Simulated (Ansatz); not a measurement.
**CH$_{3}$F$_{3}$Ge: density, localisation and related maps**

```json
{"atom": "C", "x (Å)": "0.0419", "y (Å)": "-0.3603", "z (Å)": "0.4600"}
{"atom": "F", "x (Å)": "-0.1812", "y (Å)": "-0.2135", "z (Å)": "1.8184"}
{"atom": "F", "x (Å)": "-2.6262", "y (Å)": "-0.8162", "z (Å)": "-0.9125"}
{"atom": "F", "x (Å)": "-0.4984", "y (Å)": "-2.4245", "z (Å)": "-1.6662"}
{"atom": "Ge", "x (Å)": "-1.2427", "y (Å)": "-1.6749", "z (Å)": "-0.2666"}
{"atom": "H", "x (Å)": "-0.1018", "y (Å)": "0.6111", "z (Å)": "-0.0619"}
{"atom": "H", "x (Å)": "1.0791", "y (Å)": "-0.7170", "z (Å)": "0.2742"}
{"atom": "H", "x (Å)": "-1.7635", "y (Å)": "-2.7812", "z (Å)": "0.6776"}
```

Geometry: PBE-D3(BJ)/def2-SVP.

Computed with isolated molecule in a Gaussian basis; Kohn-Sham density functional theory, functional PBE0 (Ansatz 0.2.0).

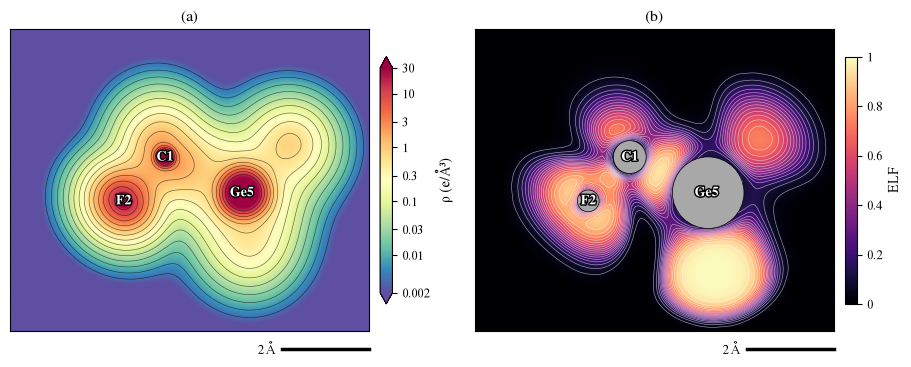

Figure 1. (a) electron density; (b) ELF on the plane of atoms F2, C1 and Ge5. Grey discs cover the atomic cores in the ELF map.

Read the bonding off the picture.

Answer. Atoms in the plane: C, F and Ge. C–F (1.38 Å): ρ is about 2 e/Å³ halfway, with its minimum of 1.7 e/Å³ about 0.5 Å from C; the ELF peaks at about 0.80 between the atoms; a shared but strongly polarised pair. C–Ge (1.98 Å): the density is about 0.9 e/Å³ at the midpoint; the ELF peaks at about 0.95 between the atoms, as expected for a covalent bond. The ELF also peaks beside F2, away from the bonds: lone-pair regions.

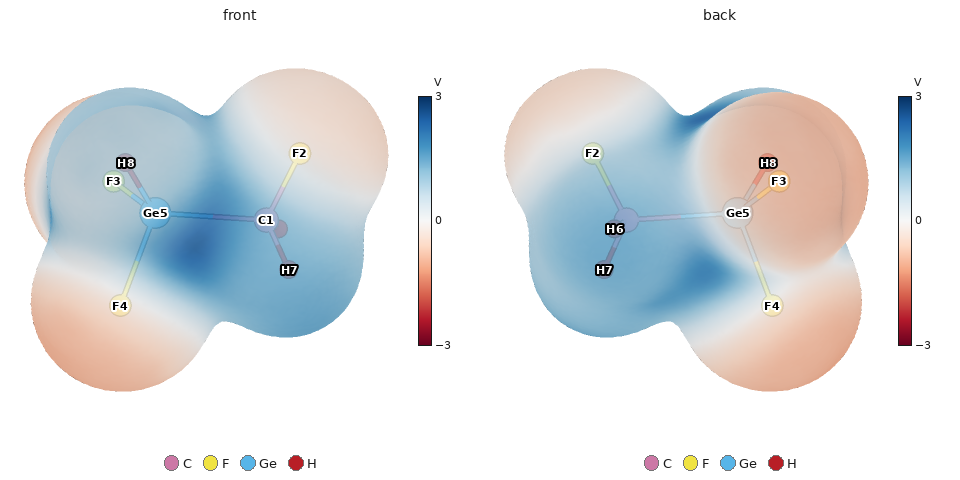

Figure 2. The molecular electrostatic potential painted on the density surface at 0.002 e/bohr³, seen from the front and from behind; red is negative and blue positive.

Where is the surface potential most negative and most positive?

Answer. The most negative region (about −1.1 V) lies over F3 and F4, the most positive (about +2.4 V) over Ge5.

How polar is the molecule by this calculation?

Answer. Its dipole moment is 1.88 D.

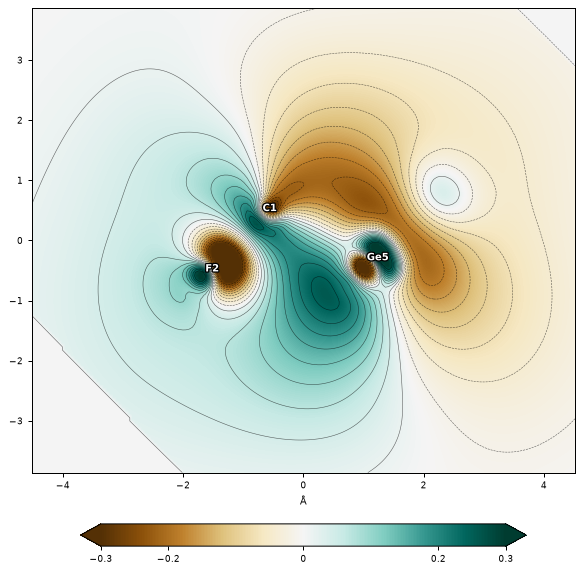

Figure 3. The LUMO on the plane of atoms F2, C1 and Ge5 (values in Å⁻³ᐟ²; the overall sign is arbitrary).

What is the character of this orbital?

Answer. It lies mainly on Ge5 (about 45 %), C1 (about 15 %), F4 (about 10 %) and F2 (about 10 %). Its energy is −0.46 eV.

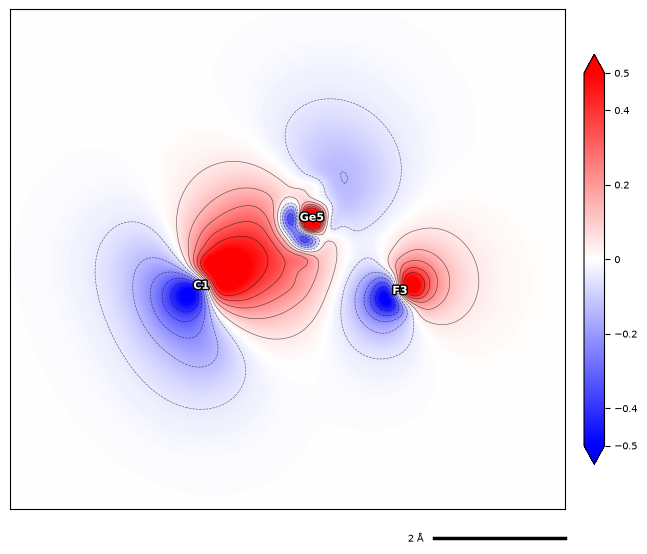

Figure 4. The HOMO on the plane of atoms C1, Ge5 and F3 (values in Å⁻³ᐟ²; the overall sign is arbitrary).

Where does this orbital lie, and at what energy?

Answer. Its weight (Hirshfeld) is mainly on C1 (about 25 %), Ge5 (about 20 %), F2 (about 20 %), H8 (about 10 %), F3 (about 5 %) and F4 (about 5 %). Its energy is −9.29 eV.
